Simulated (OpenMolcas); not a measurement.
# Run report: CH$_{5}$AlO$_{2}$ (charge +1), single-point calculation (part 2 of 2)

CH$_{5}$AlO$_{2}$, charge +1, multiplicity 2; HF/3-21G, UHF (OpenMolcas 26.06). The geometry is that of the parent species in another charge or spin state. The geometry comes from this level: PBE0-D4/def2-TZVP.

Geometry of the input (Å):
```
C  -0.0251  1.1098  -1.0341
Al -0.0013  -0.3029  0.2856
O  0.9577  -1.6729  -0.0067
O  -0.9337  -0.1316  1.6941
H  -0.2270  0.7124  -2.0323
H  -0.7806  1.8635  -0.8037
H  0.9458  1.6112  -1.0847
H  1.0483  -2.4223  0.5773
H  -0.9841  -0.7672  2.4045
```

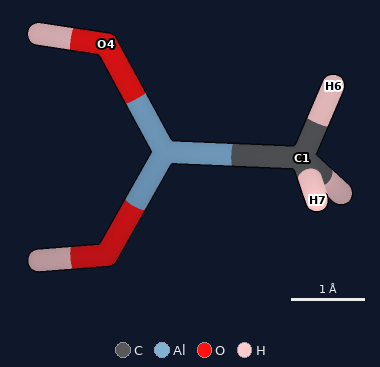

*The structure (stick view, seen at a tilt; atoms are numbered from 1 in the order of the input). Sticks mark near contacts.*

**Output, continued**
```
       Fermi aufbau procedure completed!
      nOcc(alpha)=   20
      nOcc(beta) =   19

   9  -429.797116540  -901.633405965   313.503358410  -8.56E-04*   1.10E-02*   5.85E-03*    8.26E-02   1.13E+02   c2DIIS       0.
  10  -429.797471163  -901.494647377   313.364245200  -3.55E-04*   1.49E-02*   2.78E-03*    3.33E-02   1.13E+02   QNRc2DIIS    0.
  11  -429.797555520  -901.506162198   313.375675664  -8.44E-05*   2.70E-02*   1.29E-03*    1.91E-02   1.13E+02   QNRc2DIIS    0.
  12  -429.797610925  -901.480749113   313.350207174  -5.54E-05*   3.44E-03*   5.89E-04*    3.45E-02   1.13E+02   QNRc2DIIS    0.
  13  -429.797614146  -901.497647605   313.367102445  -3.22E-06*   2.12E-03*   3.76E-04*    4.93E-03   1.13E+02   QNRc2DIIS    0.
  14  -429.797614967  -901.493990919   313.363444938  -8.21E-07*   3.70E-04*   3.15E-05*    3.03E-03   1.13E+02   QNRc2DIIS    0.
  15  -429.797614986  -901.493306788   313.362760788  -1.84E-08*   1.44E-04*   1.63E-05*    5.04E-04   1.13E+02   QNRc2DIIS    0.
  16  -429.797614989  -901.493556781   313.363010778  -3.53E-09*   7.53E-05*   6.40E-06*    1.71E-04   1.13E+02   QNRc2DIIS    0.
  17  -429.797614990  -901.493602973   313.363056970  -7.57E-10*   2.25E-05*   4.51E-06*    7.31E-05   1.13E+02   QNRc2DIIS    0.
  18  -429.797614990  -901.493594660   313.363048656  -1.76E-10*   1.06E-04*   3.84E-06*    1.96E-05   1.13E+02   QNRc2DIIS    0.
  19  -429.797614990  -901.493570231   313.363024227  -3.87E-10*   1.13E-05*   6.64E-07*    8.51E-05   1.13E+02   QNRc2DIIS    0.
  20  -429.797614990  -901.493573688   313.363027684  -1.23E-11    7.22E-06    3.24E-07*    1.03E-05   1.13E+02   QNRc2DIIS    0.
  21  -429.797614990  -901.493575813   313.363029808  -2.73E-12    1.80E-06    3.08E-07*    7.21E-06   1.13E+02   QNRc2DIIS    0.
  22  -429.797614990  -901.493575431   313.363029426  -1.82E-12    5.66E-07    2.92E-08     2.21E-06   1.13E+02   QNRc2DIIS    0.

       Convergence after  22 Iterations
--

 *****************************************************************************************************************************
 *                                             SCF/KS-DFT Program, Final results                                             *
 *                                                       Final Results                                                       *
 *****************************************************************************************************************************

::    Total SCF energy                               -429.7976149904
      One-electron energy                            -901.4935754306
      Two-electron energy                             313.3630294262
      Nuclear repulsion energy                        158.3329310140
      Kinetic energy (interpolated)                   428.8285547604
      Virial theorem                                    1.0022597848
      Total spin, S(S+1)                                0.7536512025
      Total spin, S                                     0.5018239379
      Max non-diagonal density matrix element           0.0000002883
      Max non-diagonal Fock matrix element              0.0000000279

      All orbitals with orbital energies smaller than  E(LUMO)+0.5 are printed

++    Molecular orbitals:
      -------------------

      Title: UHF orbitals (alpha)

      Molecular orbitals for symmetry species 1: a

          Orbital            1         2         3         4         5         6         7         8         9        10
          Energy          -58.3684  -20.6156  -20.6156  -11.4891   -5.1656   -3.4742   -3.4697   -3.4671   -1.4889   -1.4757
          Occ. No.          1.0000    1.0000    1.0000    1.0000    1.0000    1.0000    1.0000    1.0000    1.0000    1.0000

          Orbital           11        12        13        14        15        16        17        18        19        20
          Energy           -1.2839   -0.8991   -0.8744   -0.8666   -0.8394   -0.8050   -0.7131   -0.6855   -0.6566   -0.6523
          Occ. No.          1.0000    1.0000    1.0000    1.0000    1.0000    1.0000    1.0000    1.0000    1.0000    1.0000

          Orbital           21        22        23        24        25        26        27        28        29        30
          Energy           -0.0819   -0.0807    0.0056    0.0249    0.0565    0.0732    0.1180    0.1754    0.1829    0.1892
          Occ. No.          0.0000    0.0000    0.0000    0.0000    0.0000    0.0000    0.0000    0.0000    0.0000    0.0000

          Orbital           31        32        33
          Energy            0.2428    0.3482    0.3488
          Occ. No.          0.0000    0.0000    0.0000

--

      All orbitals with orbital energies smaller than  E(LUMO)+0.5 are printed

++    Molecular orbitals:
      -------------------

      Title: UHF orbitals (beta)

      Molecular orbitals for symmetry species 1: a

          Orbital            1         2         3         4         5         6         7         8         9        10
          Energy          -58.3663  -20.6146  -20.6145  -11.4718   -5.1616   -3.4681   -3.4659   -3.4654   -1.4847   -1.4720
          Occ. No.          1.0000    1.0000    1.0000    1.0000    1.0000    1.0000    1.0000    1.0000    1.0000    1.0000

          Orbital           11        12        13        14        15        16        17        18        19        20
          Energy           -1.1882   -0.8640   -0.8546   -0.8426   -0.8251   -0.7117   -0.6845   -0.6544   -0.6518   -0.3309
          Occ. No.          1.0000    1.0000    1.0000    1.0000    1.0000    1.0000    1.0000    1.0000    1.0000    0.0000

          Orbital           21        22        23        24        25        26        27
          Energy           -0.0729   -0.0571    0.0110    0.0364    0.0729    0.0868    0.1642
          Occ. No.          0.0000    0.0000    0.0000    0.0000    0.0000    0.0000    0.0000

--

++    Molecular charges:
      ------------------

      Mulliken charges per centre and basis function type
      ---------------------------------------------------

                            C1                      AL2                     O3                      O4                      H5                      H6
                     alpha        beta       alpha        beta       alpha        beta       alpha        beta       alpha        beta       alpha        beta
      1s           1.8605      1.7833      2.2507      2.2200      1.9269      1.9242      1.9271      1.9244      0.2867      0.3150      0.2853      0.3118
      2px          0.6660      0.6314      1.1457      1.1462      0.9062      0.9042      0.9092      0.9072      0.0000      0.0000      0.0000      0.0000
      2pz          0.7166      0.3365      1.1713      1.1286      0.8617      0.8616      0.7603      0.7479      0.0000      0.0000      0.0000      0.0000
      2py          0.7229      0.2990      1.1739      1.1247      0.7513      0.7385      0.8493      0.8488      0.0000      0.0000      0.0000      0.0000
      Total        3.9659      3.0501      5.7417      5.6194      4.4460      4.4285      4.4459      4.4283      0.2867      0.3150      0.2853      0.3118
      Total              7.0160                 11.3611                  8.8745                  8.8742                  0.6018                  0.5972

      Charge           -1.0160                  1.6389                 -0.8745                 -0.8742                  0.3982                  0.4028

                            H7                      H8                      H9
                     alpha        beta       alpha        beta       alpha        beta
      1s           0.2875      0.3165      0.2705      0.2651      0.2704      0.2652
      2px          0.0000      0.0000      0.0000      0.0000      0.0000      0.0000
      2pz          0.0000      0.0000      0.0000      0.0000      0.0000      0.0000
      2py          0.0000      0.0000      0.0000      0.0000      0.0000      0.0000
      Total        0.2875      0.3165      0.2705      0.2651      0.2704      0.2652
      Total              0.6040                  0.5356                  0.5356

      Charge            0.3960                  0.4644                  0.4644

      Total electronic charge=   39.000000

      Total            charge=    1.000000
--

++    Molecular orbitals:
      -------------------

      Title: Natural orbitals

      Molecular orbitals for symmetry species 1: a

          Orbital            1         2         3         4         5         6         7         8         9        10
          Energy          -58.3673  -20.6148  -20.6146   -5.0041   -3.4538   -3.3373   -0.6569  -10.5144   -0.8315   -3.0865
          Occ. No.          2.0000    2.0000    2.0000    2.0000    2.0000    2.0000    2.0000    2.0000    2.0000    2.0000

          Orbital           11        12        13        14        15        16        17        18        19        20
          Energy           -1.4235   -2.1681   -1.4773   -0.6995   -0.8798   -0.9003   -0.8531   -0.8541   -1.2307   -0.5693
          Occ. No.          2.0000    2.0000    2.0000    2.0000    2.0000    1.9998    1.9997    1.9996    1.9991    1.0000

          Orbital           21        22        23        24        25        26        27        28        29        30
          Energy            0.2585    0.1512    0.1765    0.1162    0.4901    0.1477    0.7433    0.5506    0.7974    0.4378
          Occ. No.          0.0009    0.0004    0.0003    0.0002    0.0000    0.0000    0.0000    0.0000    0.0000    0.0000

          Orbital           31        32        33        34        35        36        37        38        39        40
          Energy            1.0496    1.5792    1.5467    1.2931    0.5940    1.5177    2.5159    2.4348    0.3272    0.2871
          Occ. No.          0.0000    0.0000    0.0000    0.0000    0.0000    0.0000    0.0000    0.0000    0.0000    0.0000

          Orbital           41        42        43        44        45        46        47        48        49        50
          Energy            0.3649    0.6259    1.6001    0.9255    1.0148    1.0289    0.9711    1.2449    1.6618    1.3573
          Occ. No.          0.0000    0.0000    0.0000    0.0000    0.0000    0.0000    0.0000    0.0000    0.0000    0.0000

--

++    Molecular properties:
      ---------------------

      Charge (e):
                      =    1.0000
      Dipole Moment (debye):
      Origin of the operator (angstrom)=    0.0007   -0.2988    0.2808
                   X= -7.6324E-04               Y=  2.6465E+00               Z= -2.4790E+00           Total=  3.6262E+00
      Center of Charge (angstrom)
                     X=    0.00050128               Y=    0.25219724               Z=   -0.23534210
      Quadrupole Moment (debye*angstrom):
      Origin of the operator (angstrom)=    0.0007   -0.2988    0.2808
                  XX= -2.8363E+01              XY=  2.7925E+00              XZ=  3.4777E+00              YY= -1.6369E+01
                  YZ= -1.2783E+01              ZZ= -1.8208E+01
      In traceless form (debye*angstrom)
                  XX= -1.1075E+01              XY=  4.1887E+00              XZ=  5.2165E+00              YY=  6.9165E+00
                  YZ= -1.9174E+01              ZZ=  4.1581E+00
--

--- Stop Module: scf /rc=_RC_ALL_IS_WELL_ ---
--- Module scf spent 1 second ---

.##################.
.# Happy landing! #.
.##################.

    Timing: Wall=2.57 User=1.97 System=0.59
```

**Summary**

```json
{"quantity": "outcome", "value": "converged"}
{"quantity": "total energy", "value": "−429.797615 hartree"}
{"quantity": "basis functions", "value": "50"}
{"quantity": "⟨S²⟩", "value": "0.754"}
{"quantity": "wall time", "value": "2.8 s"}
{"quantity": "peak memory", "value": "0.38 GiB"}
```

**Notes**

Further notes kept with the run: the Hartree-Fock reference is not the lowest state of its kind.
